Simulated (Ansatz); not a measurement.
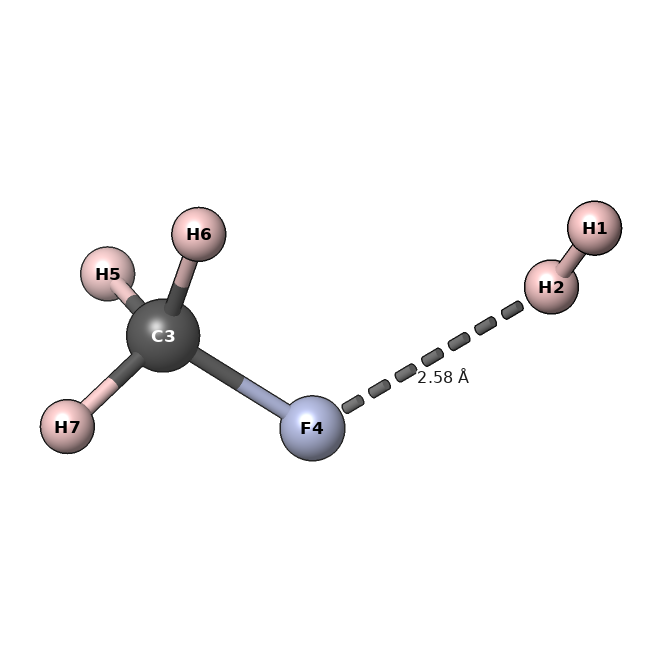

Two molecules or ions; the broken line marks their closest contact (measured against van der Waals radii). The geometry was computed by an optimisation with PBE0-D4/def2-TZVP. Program: Ansatz 0.2.0.

> Which two species are they?

H2 and CH3F (`CF.[H][H]`).

Give the counterpoise-corrected interaction energy (kcal/mol, monomers kept as in the pair) with CCSD(T)/CBS (MP2 limit from def2-TZVPPD and def2-QZVPPD plus CCSD(T) − MP2); r2SCAN-D4/def2-TZVPPD; PBE0-D4/def2-TZVPPD; revPBE-D4/def2-TZVPPD; RHF-CCSD(T) (frozen core)/def2-TZVPPD; B2PLYP (frozen core)/def2-TZVPPD.

```json
{"level": "CCSD(T)/CBS (MP2 limit from def2-TZVPPD and def2-QZVPPD plus CCSD(T) − MP2)", "interaction energy (kcal/mol)": "−0.6"}
{"level": "r2SCAN-D4/def2-TZVPPD", "interaction energy (kcal/mol)": "−0.4"}
{"level": "PBE0-D4/def2-TZVPPD", "interaction energy (kcal/mol)": "−0.7"}
{"level": "revPBE-D4/def2-TZVPPD", "interaction energy (kcal/mol)": "−0.5"}
{"level": "RHF-CCSD(T) (frozen core)/def2-TZVPPD", "interaction energy (kcal/mol)": "−0.5"}
{"level": "B2PLYP (frozen core)/def2-TZVPPD", "interaction energy (kcal/mol)": "−0.3"}
```
